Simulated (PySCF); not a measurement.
**EPR calculation of C5H11**

The run: EPR calculation of C5H11, multiplicity 2. Method and program: UKS B3LYP, pcH-1 on C H, non-relativistic, mean-field spin-orbit, GIAO (PySCF 2.14.0).

It belongs to a series of runs on one base structure; here: X = H replaced by nPr.

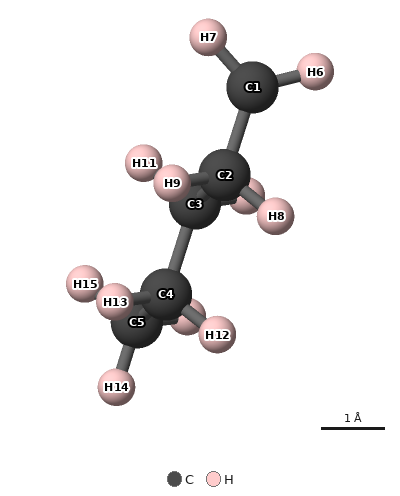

*The structure as given in the input (ball-and-stick view, seen at an oblique angle; atoms are numbered from 1 in the order of the input).*

Results in brief

```json
{"quantity": "outcome", "value": "converged"}
{"quantity": "total energy", "value": "−197.121419 hartree"}
{"quantity": "⟨S²⟩", "value": "0.754"}
{"quantity": "isotropic g", "value": "2.0026"}
{"quantity": "hardware", "value": "1 CPU thread, shared host"}
{"quantity": "wall time", "value": "49 s"}
{"quantity": "peak memory", "value": "0.83 GiB"}
```

Input file
```
{"job": {"kind": "epr", "basis": "pcH-1"}, "charge": 0, "multiplicity": 2}
C      2.658992     0.101052    -0.382404
C      1.471942    -0.072147     0.467370
C      0.155278     0.062652    -0.338950
C     -1.071662    -0.118467     0.549164
C     -2.364767     0.016945    -0.246410
H      3.055721    -0.725664    -0.939678
H      3.036395     1.082080    -0.598085
H      1.476708    -1.062639     0.930858
H      1.455910     0.684047     1.257110
H      0.148534    -0.686006    -1.133562
H      0.126702     1.047928    -0.808312
H     -1.036279    -1.103415     1.020291
H     -1.055752     0.629156     1.345551
H     -3.228500    -0.115135     0.401354
H     -2.427863     1.000776    -0.706406
H     -2.408957    -0.732218    -1.034063
```

The first line tells a small driver script what to run in PySCF; the rest is the geometry in Å.

Launch command:
```bash
OMP_NUM_THREADS=1 python <driver script> task.json out
```

Output
```
UKS, coarse grid
  cycle   1  E = -197.06610375  |g| = 3.14e-01
  cycle   2  E = -197.04972806  |g| = 3.67e-01
  cycle   3  E = -197.12106194  |g| = 2.62e-02
  cycle   4  E = -197.12126716  |g| = 1.94e-02
  cycle   5  E = -197.12145653  |g| = 3.74e-03
  cycle   6  E = -197.12146597  |g| = 1.15e-03
  cycle   7  E = -197.12146623  |g| = 6.22e-04
UKS, final grid
  cycle   1  E = -197.12141842  |g| = 6.84e-04
  cycle   2  E = -197.12141835  |g| = 8.04e-04
  cycle   3  E = -197.12141864  |g| = 3.97e-05
  cycle   4  E = -197.12141864  |g| = 2.74e-05
E = -197.12141864 Eh   <S^2> = 0.7536 (exact 0.7500)
g shifts (ppm)      1          2          3
  rmc          -142       -142       -142
  gc              4         35         22
  oz_so         -32        530        613
  total        -170        424        493
hyperfine (MHz)  atom isotope    a_iso     a_fc   dipolar eigenvalues
    0   13C      95.43      95.43    -81.08    -80.33    161.41
    1   13C     -31.95     -31.95     -2.60      0.39      2.21
    2   13C      88.28      88.28     -6.90     -6.81     13.71
    3   13C       4.54       4.54     -1.70     -1.64      3.34
    4   13C       2.27       2.27     -0.39     -0.38      0.77
    5    1H     -62.09     -62.09    -39.22     -0.10     39.32
    6    1H     -62.11     -62.11    -39.23     -0.10     39.33
    7    1H      35.53      35.53     -4.97     -4.49      9.46
    8    1H      34.93      34.93     -4.97     -4.48      9.46
    9    1H      -4.31      -4.31     -5.93     -2.18      8.11
   10    1H      -4.32      -4.32     -5.93     -2.18      8.11
   11    1H      -0.78      -0.78     -1.77     -0.75      2.52
   12    1H      -0.78      -0.78     -1.77     -0.75      2.52
   13    1H       4.11       4.11     -0.58     -0.38      0.97
   14    1H       0.37       0.37     -0.83     -0.58      1.41
   15    1H       0.37       0.37     -0.83     -0.58      1.41
```

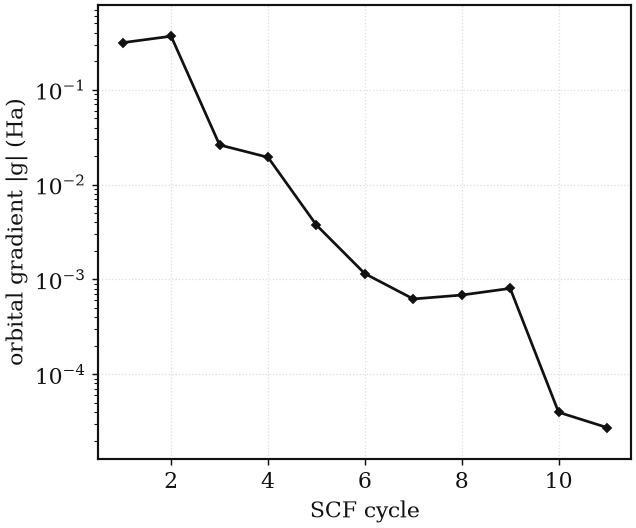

*Convergence of the self-consistent field: orbital gradient |g| against the SCF cycle.*

All cycles printed in the log are drawn one after another.

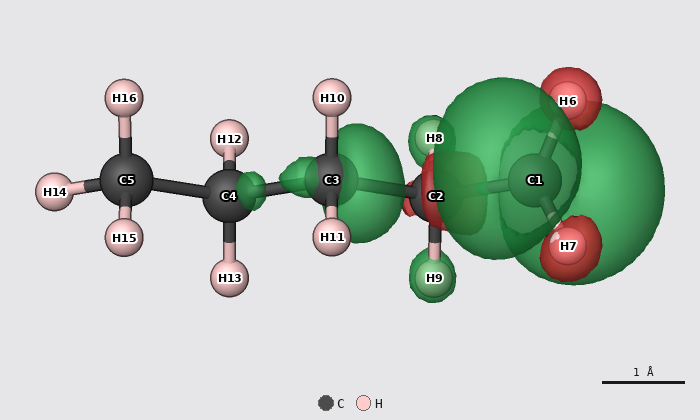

*Isosurfaces of the spin density at +0.015 (green) and −0.015 e/Å³ (red), seen from the side.*

The unpaired spin (1 electron) lies mostly on C1 (about 0.7), in electrons by Hirshfeld's partition.

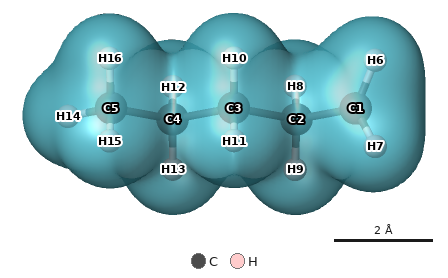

*Isosurface of the total electron density at 0.05 e/Å³ (cyan), seen from the side.*

At this value the surface is in one piece. On the grid the lowest density along these lines, outside the cores, is 1.8 e/Å³ (C–C, 1.47 Å), 1.9 e/Å³ (C–H, 1.07 Å) and 1.6 e/Å³ (C–C, 1.52 Å).
